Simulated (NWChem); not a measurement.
**C4H8O (2-butanone): levels of theory compared**

Wanted: a comparison of 6 runs (B3LYP/6-31G*, BHLYP/6-31G*, M06-L/6-31G*, PBE0/6-31G*, TPSS/6-31G*, r2SCAN/6-31G*) of C4H8O (2-butanone). 

The calculation is run with NWChem 7.3.0.

**1. Starting point**

The species is C4H8O (13 atoms), meant as a singlet with charge 0. As SMILES, `CCC(C)=O`. The C1–C2 distance was set to 1.985 Å, away from the relaxed value.

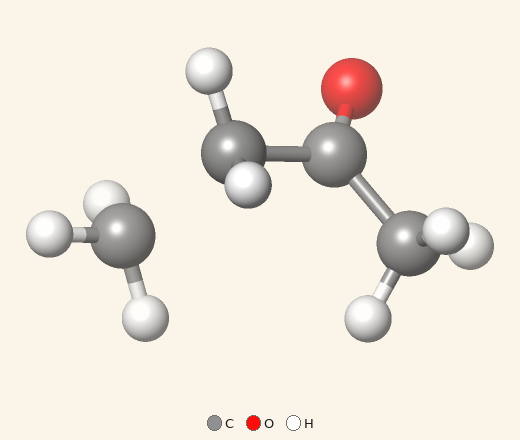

Viewed from a chosen angle; carbon grey, oxygen red, hydrogen white.

**2. The energy at B3LYP/6-31G(d) (spherical functions) (run 1)**

Input file struct.nw:

```
start struct
title "C4H8O"
memory total 2200 mb

geometry units angstroms noautosym nocenter noautoz
  C     -1.520461     1.207196    -0.689447
  C      0.104000     0.866600     0.400200
  C      0.917600    -0.253800    -0.206600
  C      0.580900    -1.652300     0.236700
  O      1.778900    -0.032900    -1.021800
  H     -2.104661     2.024896    -0.263647
  H     -1.246061     1.480096    -1.710147
  H     -2.166661     0.327096    -0.736147
  H     -0.181700     0.612400     1.425300
  H      0.731300     1.759600     0.423400
  H     -0.499800    -1.816400     0.230900
  H      0.914800    -1.787200     1.270500
  H      1.077500    -2.382200    -0.399800
end

basis spherical bse
  * library 6-31G*
end

dft
  xc b3lyp
  grid xfine
  convergence energy 1e-08
  maxiter 100
  mulliken
  noprint "final vectors analysis"
end

task dft energy
```

Run with:

```sh
$ nwchem struct.nw > struct.out
```

The program printed:

```text
[...]
          Wavefunction type:  closed shell.
          No. of atoms     :    13
          No. of electrons :    40
[...]
          Charge           :     0
          Spin multiplicity:     1
[...]
          AO basis - number of functions:    86
[...]
              XC Information
              --------------
                         B3LYP Method XC Potential
                     Hartree-Fock (Exact) Exchange  0.200
                        Slater Exchange Functional  0.800 local
                    Becke 1988 Exchange Functional  0.720 non-local
              Lee-Yang-Parr Correlation Functional  0.810
                  VWN I RPA Correlation Functional  0.190 local
[...]
 d= 0,ls=0.0,diis     1   -232.2883707596 -4.02D+02  2.39D-02  1.01D+00     5.3
[...]
 d= 0,ls=0.0,diis    10   -232.4143572526 -9.60D-09  9.62D-07  1.18D-08    46.6
         Total DFT energy =     -232.414357252626
      One electron energy =     -649.036220325130
           Coulomb energy =      280.572112307086
    Exchange-Corr. energy =      -33.205485644399
 Nuclear repulsion energy =      169.255236409818
[...]
      Total Density - Mulliken Population Analysis
     ---------------------------------------------
    Atom       Charge   Shell Charges
 -----------   ------   -------------------------------------------------------
    1 C    6     6.47   2.00  0.67  2.00  0.71  1.06  0.03
    2 C    6     6.34   2.00  0.67  2.01  0.67  0.96  0.03
    3 C    6     5.58   2.00  0.71  1.95  0.38  0.46  0.09
    4 C    6     6.53   2.00  0.67  2.15  0.64  1.04  0.03
    5 O    8     8.39   2.00  0.92  2.87  0.93  1.64  0.03
    6 H    1     0.84   0.52  0.31
    7 H    1     0.82   0.52  0.30
    8 H    1     0.84   0.52  0.32
    9 H    1     0.86   0.53  0.33
   10 H    1     0.83   0.52  0.31
[...]
```

It took 47 s on 1 thread of Intel Xeon Platinum 8488C (Sapphire Rapids), shared host; peak memory 0.15 GiB.

**3. The energy at BHLYP/6-31G(d) (spherical functions) (run 2)**

Input file job.nw:

```
start job
memory total 2200 mb
charge 0

geometry units angstrom noautosym nocenter noautoz
  C       -1.520461       1.207196      -0.689447
  C        0.104000       0.866600       0.400200
  C        0.917600      -0.253800      -0.206600
  C        0.580900      -1.652300       0.236700
  O        1.778900      -0.032900      -1.021800
  H       -2.104661       2.024896      -0.263647
  H       -1.246061       1.480096      -1.710147
  H       -2.166661       0.327096      -0.736147
  H       -0.181700       0.612400       1.425300
  H        0.731300       1.759600       0.423400
  H       -0.499800      -1.816400       0.230900
  H        0.914800      -1.787200       1.270500
  H        1.077500      -2.382200      -0.399800
end

basis "ao basis" spherical bse
  * library 6-31G*
end

dft
  xc bhlyp
  mult 1
  grid xfine
  convergence energy 1e-08
  iterations 100
  mulliken
end

task dft energy
```

Run with:

```sh
$ nwchem job.nw > job.out
```

The program printed:

```text
[...]
          Wavefunction type:  closed shell.
          No. of atoms     :    13
          No. of electrons :    40
[...]
          Charge           :     0
          Spin multiplicity:     1
[...]
          AO basis - number of functions:    86
[...]
              XC Information
              --------------
                        BHLYP Method XC Functional
                     Hartree-Fock (Exact) Exchange  0.500
                        Slater Exchange Functional  0.500 local
                    Becke 1988 Exchange Functional  0.500 non-local
              Lee-Yang-Parr Correlation Functional  1.000
[...]
 d= 0,ls=0.0,diis     1   -232.1486317807 -4.01D+02  1.57D-02  8.83D-01     5.3
[...]
 d= 0,ls=0.0,diis    10   -232.2645385571 -8.96D-09  2.09D-06  1.88D-08    46.4
         Total DFT energy =     -232.264538557076
      One electron energy =     -648.870609408216
           Coulomb energy =      280.406877491906
    Exchange-Corr. energy =      -33.056043050584
 Nuclear repulsion energy =      169.255236409818
[...]
      Total Density - Mulliken Population Analysis
     ---------------------------------------------
    Atom       Charge   Shell Charges
 -----------   ------   -------------------------------------------------------
    1 C    6     6.50   2.00  0.66  1.97  0.72  1.11  0.03
    2 C    6     6.38   2.00  0.66  1.99  0.69  1.01  0.03
    3 C    6     5.54   2.00  0.70  1.92  0.38  0.44  0.10
    4 C    6     6.57   2.00  0.67  2.13  0.66  1.07  0.04
    5 O    8     8.45   2.00  0.92  2.86  0.95  1.70  0.03
    6 H    1     0.82   0.52  0.30
    7 H    1     0.81   0.52  0.29
    8 H    1     0.83   0.52  0.31
    9 H    1     0.84   0.53  0.32
   10 H    1     0.81   0.52  0.29
[...]
```

Wall time 47 s (1 thread of Intel Xeon Platinum 8488C (Sapphire Rapids), shared host); peak memory 0.15 GiB.

Run 3 isn't shown in full; the table further down has it.

**4. The energy at PBE0/6-31G(d) (spherical functions) (run 4)**

Input file c4h8o.nw:

```
start c4h8o
title "C4H8O"
memory stack 880 mb heap 220 mb global 1100 mb

geometry units angstrom noautosym nocenter noautoz
C     -1.520461     1.207196    -0.689447
C      0.104000     0.866600     0.400200
C      0.917600    -0.253800    -0.206600
C      0.580900    -1.652300     0.236700
O      1.778900    -0.032900    -1.021800
H     -2.104661     2.024896    -0.263647
H     -1.246061     1.480096    -1.710147
H     -2.166661     0.327096    -0.736147
H     -0.181700     0.612400     1.425300
H      0.731300     1.759600     0.423400
H     -0.499800    -1.816400     0.230900
H      0.914800    -1.787200     1.270500
H      1.077500    -2.382200    -0.399800
end

basis spherical bse
C library 6-31G*
O library 6-31G*
H library 6-31G*
end

dft
xc pbe0
grid xfine
convergence energy 1e-08
maxiter 100
mulliken
end

task dft energy
```

Run with:

```sh
$ nwchem c4h8o.nw > c4h8o.out
```

The program printed:

```text
[...]
          Wavefunction type:  closed shell.
          No. of atoms     :    13
          No. of electrons :    40
[...]
          Charge           :     0
          Spin multiplicity:     1
[...]
          AO basis - number of functions:    86
[...]
              XC Information
              --------------
                         PBE0 Method XC Functional
                     Hartree-Fock (Exact) Exchange  0.250
          PerdewBurkeErnzerhof Exchange Functional  0.750
            Perdew 1991 LDA Correlation Functional  1.000 local
           PerdewBurkeErnz. Correlation Functional  1.000 non-local
[...]
 d= 0,ls=0.0,diis     1   -232.0133252426 -4.01D+02  2.23D-02  9.68D-01     5.4
[...]
 d= 0,ls=0.0,diis    10   -232.1324629339 -6.82D-09  7.41D-07  6.48D-09    46.8
         Total DFT energy =     -232.132462933916
      One electron energy =     -648.962053752110
           Coulomb energy =      280.475120144542
    Exchange-Corr. energy =      -32.900765736166
 Nuclear repulsion energy =      169.255236409818
[...]
      Total Density - Mulliken Population Analysis
     ---------------------------------------------
    Atom       Charge   Shell Charges
 -----------   ------   -------------------------------------------------------
    1 C    6     6.54   2.00  0.66  1.98  0.74  1.13  0.03
    2 C    6     6.42   2.00  0.66  1.99  0.71  1.03  0.03
    3 C    6     5.56   2.00  0.70  1.93  0.38  0.46  0.09
    4 C    6     6.63   2.00  0.66  2.14  0.69  1.11  0.03
    5 O    8     8.41   2.00  0.92  2.85  0.95  1.66  0.03
    6 H    1     0.81   0.52  0.29
    7 H    1     0.80   0.52  0.28
    8 H    1     0.81   0.52  0.30
    9 H    1     0.83   0.52  0.31
   10 H    1     0.80   0.52  0.28
[...]
```

Wall time 47 s (1 thread of Intel Xeon Platinum 8488C (Sapphire Rapids), shared host); peak memory 0.15 GiB.

Run 5 isn't shown in full; the table further down has it.

**5. A single-point energy at r2SCAN/6-31G(d) (spherical functions) (run 6)**

Input file calc.nw:

```
start calc
title "C4H8O energy"
memory stack 880 mb heap 220 mb global 1100 mb

geometry units angstrom noautosym nocenter noautoz
   C     -1.520461     1.207196    -0.689447
   C      0.104000     0.866600     0.400200
   C      0.917600    -0.253800    -0.206600
   C      0.580900    -1.652300     0.236700
   O      1.778900    -0.032900    -1.021800
   H     -2.104661     2.024896    -0.263647
   H     -1.246061     1.480096    -1.710147
   H     -2.166661     0.327096    -0.736147
   H     -0.181700     0.612400     1.425300
   H      0.731300     1.759600     0.423400
   H     -0.499800    -1.816400     0.230900
   H      0.914800    -1.787200     1.270500
   H      1.077500    -2.382200    -0.399800
end

basis spherical bse
   * library 6-31G*
end

dft
   xc r2scan
   grid xfine
   convergence energy 1e-08
   maxiter 100
   mulliken
end

task dft energy
```

Run with:

```sh
$ nwchem calc.nw > calc.out
```

The program printed:

```text
[...]
          Wavefunction type:  closed shell.
          No. of atoms     :    13
          No. of electrons :    40
[...]
          Charge           :     0
          Spin multiplicity:     1
[...]
          AO basis - number of functions:    86
[...]
              XC Information
              --------------
                      r^2SCAN Method XC Functional
               r^2SCAN metaGGA Exchange Functional  1.000
                     r^2SCAN Correlation Potential  1.000
[...]
 d= 0,ls=0.0,diis     1   -232.1501198802 -4.01D+02  2.82D-02  9.57D-01     6.7
[...]
 d= 0,ls=0.0,diis    11   -232.2663189623 -3.89D-09  2.94D-07  9.66D-10    69.3
         Total DFT energy =     -232.266318962327
      One electron energy =     -648.961168398309
           Coulomb energy =      280.474925772188
    Exchange-Corr. energy =      -33.035312746024
 Nuclear repulsion energy =      169.255236409818
[...]
      Total Density - Mulliken Population Analysis
     ---------------------------------------------
    Atom       Charge   Shell Charges
 -----------   ------   -------------------------------------------------------
    1 C    6     6.54   2.00  0.67  1.97  0.74  1.14  0.02
    2 C    6     6.41   2.00  0.67  1.98  0.71  1.03  0.03
    3 C    6     5.56   2.00  0.71  1.93  0.39  0.45  0.09
    4 C    6     6.63   2.00  0.67  2.13  0.68  1.12  0.03
    5 O    8     8.41   2.00  0.93  2.85  0.95  1.65  0.03
    6 H    1     0.81   0.52  0.29
    7 H    1     0.80   0.52  0.28
    8 H    1     0.81   0.52  0.29
    9 H    1     0.83   0.52  0.31
   10 H    1     0.80   0.52  0.28
[...]
```

Wall time 70 s (1 thread of Intel Xeon Platinum 8488C (Sapphire Rapids), shared host); peak memory 0.15 GiB.

**6. The series**

| run | level | energy (Eh) | dipole moment (D) | wall time |
| --- | --- | --- | --- | --- |
| 1 | B3LYP/6-31G* (spherical functions) | -232.414357 | 2.84 | 47 s |
| 2 | BHLYP/6-31G* (spherical functions) | -232.264539 | 3.02 | 47 s |
| 3 | M06-L/6-31G* (spherical functions) | -232.373965 | 2.79 | 79 s |
| 4 | PBE0/6-31G* (spherical functions) | -232.132463 | 2.87 | 47 s |
| 5 | TPSS/6-31G* (spherical functions) | -232.450487 | 2.73 | 72 s |
| 6 | r2SCAN/6-31G* (spherical functions) | -232.266319 | 2.85 | 70 s |

**7. Outcome**

| quantity | value |
| --- | --- |
| run 6: total energy | -232.26632 Eh |
| run 6: dipole moment | 2.85 D |
| run 6: HOMO energy | -5.48 eV |
| run 6: LUMO energy | -1.42 eV |
| run 6: HOMO–LUMO gap | 4.06 eV |

What this shows: The dipole moment (its size) runs from 2.73 D (TPSS/6-31G*) to 3.02 D (BHLYP/6-31G*). Over runs 2, 4, 5, 6 the HOMO–LUMO gap runs from 3.80 eV (TPSS/6-31G*) to 9.14 eV (BHLYP/6-31G*). Totals of different functionals can't be ranked against each other. All runs together took 6 min, the longest 79 s.
